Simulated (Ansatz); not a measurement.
**F2H2OSi···H3Si···H3O: density, localisation and related maps**

Input file:

```
crystal:
  periodic: [false, false, false]
  atoms:
    - {symbol: Si, position_ang: [-1.150280, -0.132068, -0.520446]}
    - {symbol: Si, position_ang: [0.281830, -0.469935, 1.607769]}
    - {symbol: F, position_ang: [-1.884530, -1.444285, -1.092218]}
    - {symbol: F, position_ang: [-2.163304, 0.021030, 0.764270]}
    - {symbol: H, position_ang: [-1.440724, 1.183739, -1.130205]}
    - {symbol: H, position_ang: [1.166909, 0.595617, -1.217403]}
    - {symbol: O, position_ang: [0.234924, -0.406727, -1.598023]}
    - {symbol: H, position_ang: [0.735956, 0.804708, 0.288417]}
    - {symbol: O, position_ang: [1.484765, 1.313796, -0.512810]}
    - {symbol: H, position_ang: [-0.253114, 0.190100, 2.820827]}
    - {symbol: H, position_ang: [-0.299162, -1.838352, 1.468817]}
    - {symbol: H, position_ang: [1.754610, -0.679027, 1.752861]}
    - {symbol: H, position_ang: [0.395775, -1.315601, -1.861575]}
    - {symbol: H, position_ang: [1.136344, 2.177105, -0.770281]}
basis:
  gaussian: {orbitals: def2-TZVPP}
hamiltonian: {xc: pbe0, dispersion: d4}
output: {orbitals: {seedname: orbitals}}
```

Command:

```sh
ansatz run in.yaml --threads 4 --pin off --events-out ev --progress --plain --max-ram 41984MiB --backend cuda --devices 0, --max-vram 37GiB
```

A transition-state structure; geometry: PBE0-D4/def2-TZVP.

Level of theory: RKS PBE0-D4/def2-TZVPP in Ansatz 0.2.0.

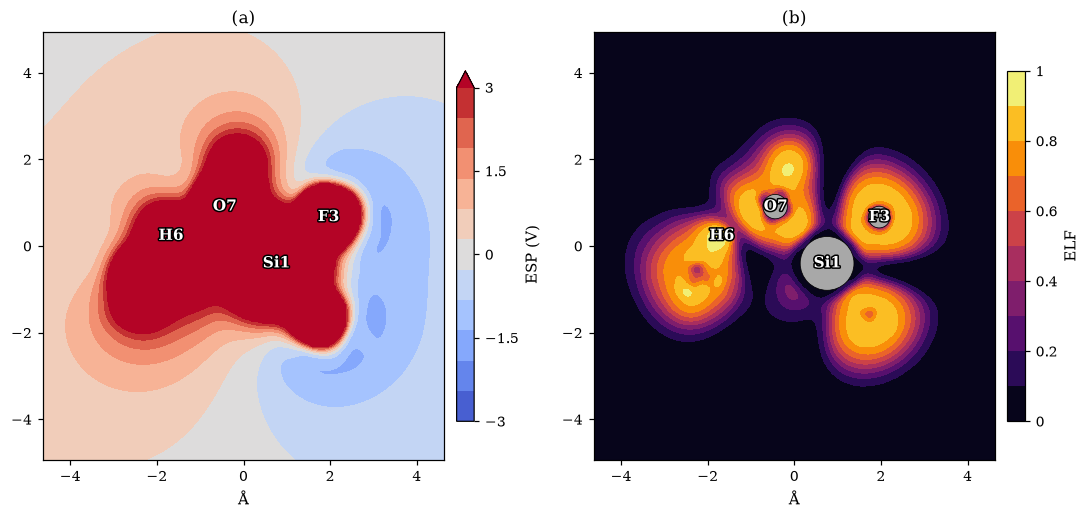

Figure 1. (a) electrostatic potential; (b) electron localisation function on the plane of atoms F3, Si1 and O7. Grey discs cover the atomic cores in the ELF map.

> Read the bonding off the picture.

The plane passes through Si, F, H and O nuclei.
O7···H6 (1.42 Å): the ELF climbs to about 0.85 towards the hydrogen, as it does in any bond to H.
Si–F (1.61 Å): the ELF peaks at about 0.85 in the valence shell of F, 0.6 Å from its nucleus, and is about 0.50 at the midpoint.
Si–O (1.78 Å): the ELF peaks at about 0.90 between the atoms; a shared but strongly polarised pair.
The ELF also peaks beside F4 and F3, away from the bonds: lone-pair regions.
Outside the dense part of the complex the potential is most negative (−1.5 V) near F4, which lies off the plane.

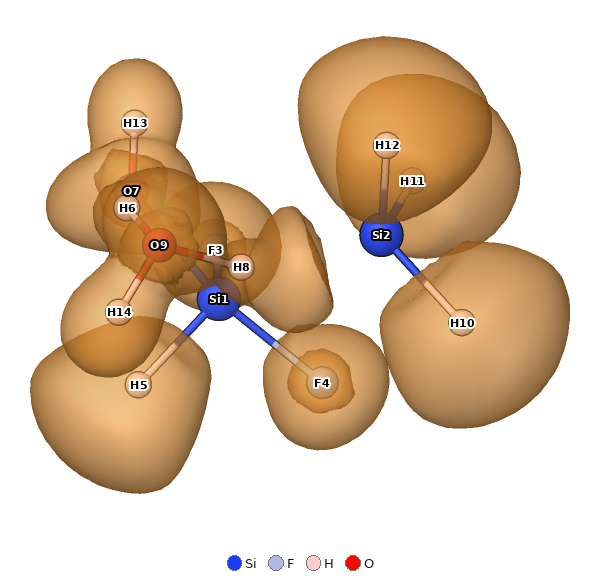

Figure 2. Isosurface of the ELF at 0.75 (orange), seen from one side. Only the valence region is drawn (cores and ρ < 0.01 e/Å³ removed).

> Identify the bonds, lone pairs and shells in this picture.

The ELF exceeds this value in four regions around hydrogen nuclei, two regions wrapped around F (its lone pairs, merged into a ring or cap), one joined region spread over several atoms (H, O), in which their bonds and any lone pairs are merged and one joined region spread over several atoms (H, O, Si), in which their bonds and any lone pairs are merged.

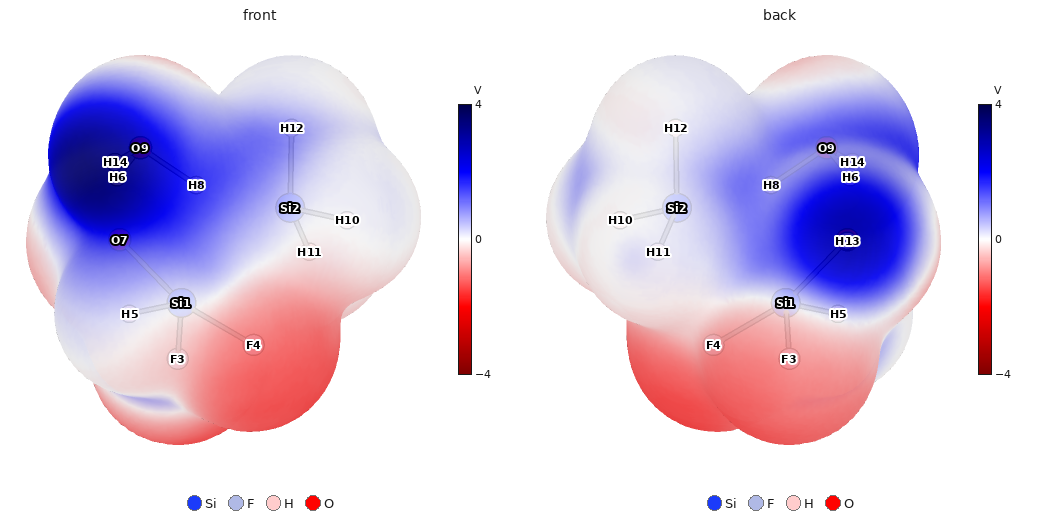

Figure 3. The molecular electrostatic potential painted on the density surface at 0.002 e/bohr³, seen from the front and from behind; red is negative and blue positive.

> Describe the electrostatic potential map.

The most negative region (about −1.4 V) lies over F4, the most positive (about +3.6 V) over H14.
